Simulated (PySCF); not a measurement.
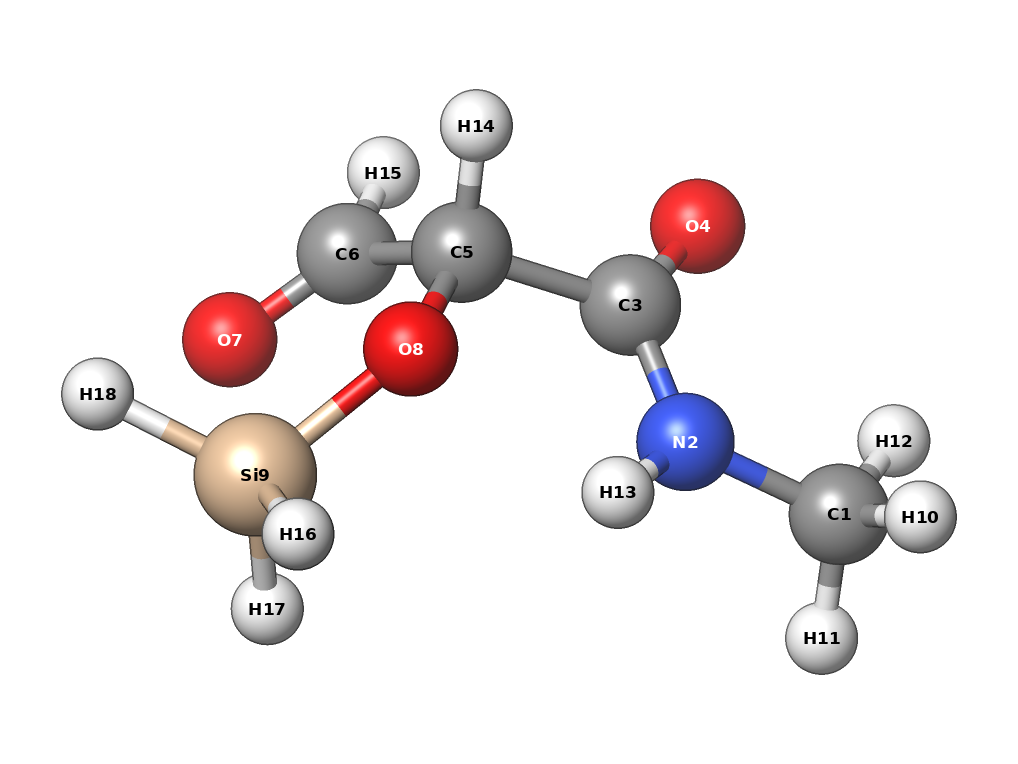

The computed structure is the end point of a GFN2-xTB optimisation. No frequency run is at hand to confirm it as a minimum. Electric field gradients from the ground-state density, PBE0/pcSseg-1 (PySCF 2.14.0), non-relativistic apart from any core potentials.

Give the largest field-gradient component, the quadrupole coupling constant and the asymmetry for 14N at N2 (Q = 20.44 mb), 17O at O4 (Q = −25.6 mb), 17O at O7 (Q = −25.6 mb), 17O at O8 (Q = −25.6 mb), 2H at H10 (Q = 2.86 mb), 2H at H11 (Q = 2.86 mb).

| atom | V_zz (a.u.) | e²qQ/h (MHz) | η |
| --- | --- | --- | --- |
| N2 | −0.874 | −4.20 | 0.22 |
| O4 | −1.462 | 8.80 | 0.15 |
| O7 | −1.815 | 10.92 | 0.55 |
| O8 | 1.706 | −10.26 | 0.34 |
| H10 | 0.303 | 0.204 | 0.06 |
| H11 | 0.303 | 0.204 | 0.06 |

The geometry is semi-empirical. Around Si such bond lengths and angles can be off by a tenth of an ångström or more and by several degrees, and values that hang on the shape move with them.
